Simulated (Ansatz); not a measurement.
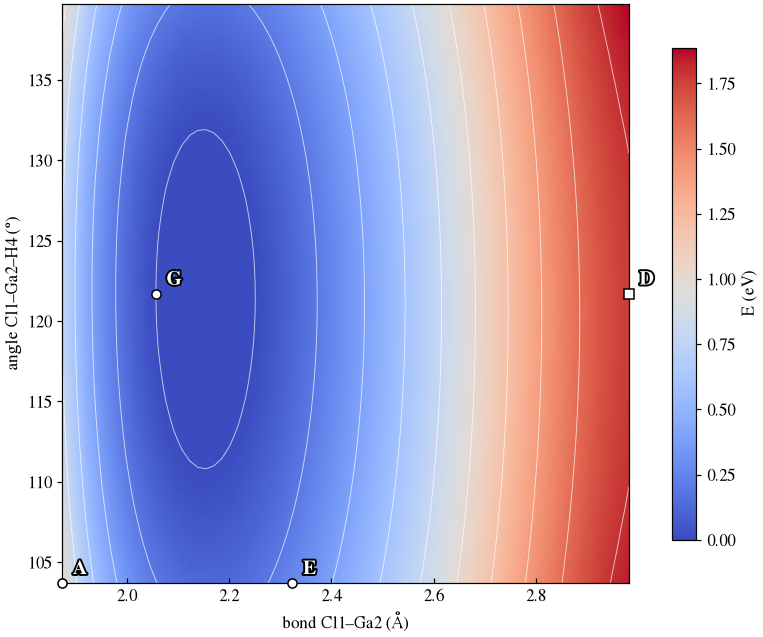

BrClGaH, SMILES [Cl][GaH][Br]. 
- Two internal coordinates are moved rigidly from the geometry relaxed at PBE0-D4/def2-TZVP, all others fixed.
- The first coordinate is: bond Cl1–Ga2; the second: angle Cl1–Ga2–H4.
- The scan uses a 5 × 5 grid.
- Energies are in eV, from the lowest grid point.
- Level of theory: Ansatz, RKS PBE-D4/def2-TZVPP.

Drawn: a smooth colour map with a few white contour lines, lettered points. Between grid points the surface is interpolated.

### Rank the lettered points by energy, lowest first.

G (0.00 eV), E (0.27 eV), A (1.03 eV), D (1.77 eV).
